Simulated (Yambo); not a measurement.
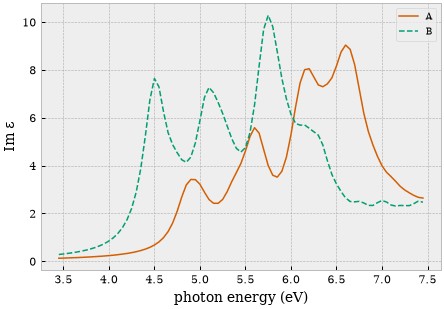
Two computed absorption spectra of AgCl (rock salt, space group Fm-3m, No. 225) (Yambo, PBEsol bands with the same scissor, field along x)

Q: Which curve includes the electron-hole attraction (BSE)?

A: Curve B: the attraction moves weight to lower energy (centre of the plotted range 5.6 eV against 6.1 eV). Settings: 8×8×8 mesh, 8 valence and 1 conduction bands, static screening with 27 bands and a 4 Ry block, scissor 1.62 eV, Tamm-Dancoff. The scissor comes from a G0W0 run whose convergence isn't established. Broadening 0.15 eV. The band window holds all transitions up to 7.5 eV. On this mesh the peak heights and the fine structure are mesh artefacts; only the shift of weight is robust.

Spin-orbit coupling is not included.

Geometry relaxed with PBEsol; primitive cell a = 3.8520 Å, b = 3.8520 Å, c = 3.8520 Å, α = 60.00°, β = 60.00°, γ = 60.00°.
